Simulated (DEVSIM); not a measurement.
System: abrupt Si p-n junction, at 300 K.

| layer (left to right) | material | thickness (μm) | Nd (cm⁻³) | Na (cm⁻³) | τn (s) | τp (s) |
|---|---|---|---|---|---|---|
| 1 | Si | 10.0 | - | 8.6e16 | 1.4e-5 | 1.4e-5 |
| 2 | Si | 0.110 | 8.3e14 | - | 1.4e-5 | 1.4e-5 |

Left contact: ohmic. Right contact: ohmic. Voltage is applied to the left contact. Recombination: SRH at mid-gap. Mobility is μmin + (μ − μmin)/(1 + (N/Nref)^α).

The device is made up for the run: typed textbook-type constants, with dimensions and the other settings drawn at random. Values at 300 K.

```csv
parameter,Si
gap (eV),1.124
affinity (eV),4.05
permittivity,11.7
Nc (cm⁻³),2.86e19
Nv (cm⁻³),3.1e19
μn (cm²/Vs),1417
μp (cm²/Vs),470
"μn,min",52
"μp,min",45
"Nref,n",9.7e16
"Nref,p",2.2e17
αn,0.68
αp,0.72
```

Simulated with DEVSIM: 1D drift-diffusion, Boltzmann statistics, complete ionisation; no tunnelling, impact ionisation, image-force lowering or self-heating.

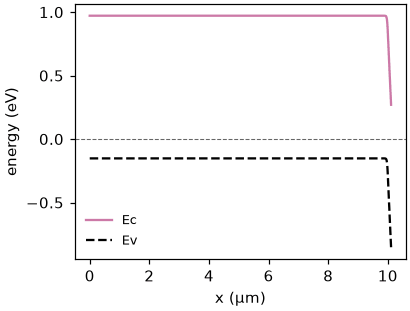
Figure: Band edges at zero bias

Energies count from the Fermi level of the right contact; mesh points crowd at the junctions.

| x (μm) | Ec (eV) | Ev (eV) | n (cm⁻³) | p (cm⁻³) | field (V/cm) |
|---|---|---|---|---|---|
| 0.000 | 0.972 | -0.152 | 1400 | 8.6e16 | ≈ 0 |
| 0.02024 | 0.972 | -0.152 | 1400 | 8.6e16 | ≈ 0 |
| 0.05422 | 0.972 | -0.152 | 1400 | 8.6e16 | ≈ 0 |
| 0.1200 | 0.972 | -0.152 | 1400 | 8.6e16 | ≈ 0 |
| 0.3006 | 0.972 | -0.152 | 1400 | 8.6e16 | ≈ 0 |
| 0.5493 | 0.972 | -0.152 | 1400 | 8.6e16 | ≈ 0 |
| 1.030 | 0.972 | -0.152 | 1400 | 8.6e16 | ≈ 0 |
| 2.352 | 0.972 | -0.152 | 1400 | 8.6e16 | ≈ 0 |
| 4.173 | 0.972 | -0.152 | 1400 | 8.6e16 | ≈ 0 |
| 6.677 | 0.972 | -0.152 | 1400 | 8.6e16 | ≈ 0 |
| 8.204 | 0.972 | -0.152 | 1400 | 8.6e16 | ≈ 0 |
| 9.183 | 0.972 | -0.152 | 1400 | 8.6e16 | ≈ 0 |
| 9.567 | 0.972 | -0.152 | 1400 | 8.6e16 | ≈ 0 |
| 9.775 | 0.972 | -0.152 | 1400 | 8.6e16 | ≈ 0 |
| 9.909 | 0.971 | -0.153 | 1400 | 8.5e16 | -320 |
| 9.962 | 0.955 | -0.169 | 2600 | 4.5e16 | -11000 |
| 9.990 | 0.887 | -0.237 | 36000 | 3.2e15 | -40000 |
| 10.01 | 0.813 | -0.311 | 620000 | 1.9e14 | -53000 |
| 10.03 | 0.667 | -0.457 | 1.8e8 | 6.5e11 | -52000 |
| 10.06 | 0.520 | -0.604 | 5.2e10 | 2.2e9 | -52000 |
| 10.09 | 0.391 | -0.733 | 7.7e12 | 1.5e7 | -51000 |
| 10.11 | 0.270 | -0.854 | 8.3e14 | 140000 | -51000 |
